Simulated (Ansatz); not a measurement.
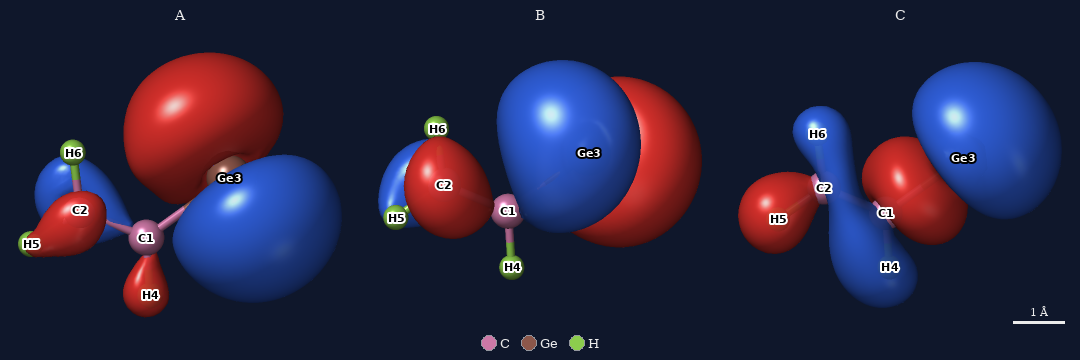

Figure. C2H3Ge (SMILES [CH2][CH]=[Ge]) (doublet). Three frontier orbitals at ±0.08 Å⁻³ᐟ² (blue and red are the two phases), in no order.

Geometry: PBE-D3(BJ)/def2-SVP.

All numbers below come from Ansatz 0.2.0, isolated molecule in a Gaussian basis; Kohn-Sham density functional theory, functional PBE0.

```tsv
atom	x (Å)	y (Å)	z (Å)
C	0.1142	-0.2448	-0.5750
C	0.9142	-0.3341	0.5256
Ge	-1.4250	0.9519	-0.4192
H	0.5018	-0.6283	-1.5389
H	1.9521	-0.7150	0.4833
H	0.5698	0.0081	1.5200
```

Order the three orbitals by energy and name them. All are α orbitals.

Answer. C is the HOMO−1 (α) (−7.45 eV). Its weight (Hirshfeld) is mainly on Ge3 (about 50 %), C1 (about 30 %) and C2 (about 5 %). A is the HOMO (α) (−4.89 eV). Its weight (Hirshfeld) is mainly on Ge3 (about 85 %) and C2 (about 5 %). B is the LUMO (α) (−2.73 eV). It lies mainly on Ge3 (about 80 %) and C2 (about 10 %).

What is the gap between the highest occupied and lowest empty α orbitals?

Answer. 2.16 eV between the orbital energies.
